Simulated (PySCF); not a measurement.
C5H6O2S, SMILES c1(OC)ccc(O)s1 at its GFN2-xTB optimised geometry (Å):

```
14

C     -2.3441    -1.9928    -0.0203
O     -0.9559    -2.2155     0.0029
C     -0.1632    -1.1246     0.0000
C      1.1931    -1.1246     0.0000
C      1.7550     0.1781     0.0000
C      0.8217     1.1588    -0.0005
O      1.0461     2.4923    -0.0013
S     -0.7994     0.5048     0.0003
H     -2.6690    -1.4276     0.8604
H     -2.6422    -1.4451    -0.9212
H     -2.8098    -2.9760    -0.0176
H      1.7734    -2.0273    -0.0003
H      2.8098     0.3762    -0.0008
H      0.2132     2.9760    -0.0023
```

Method: B3LYP/def2-TZVP run with PySCF 2.14.0.

Map of the HOMO−1 amplitude (bohr^(-3/2)) on the plane z = 1.2 Å; orbital energy -7.03 eV, overall sign arbitrary:

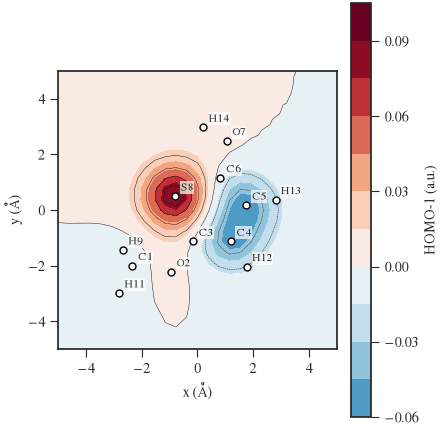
Fig. 1. HOMO−1 amplitude (bohr^(-3/2)) on the plane z = 1.2 Å.
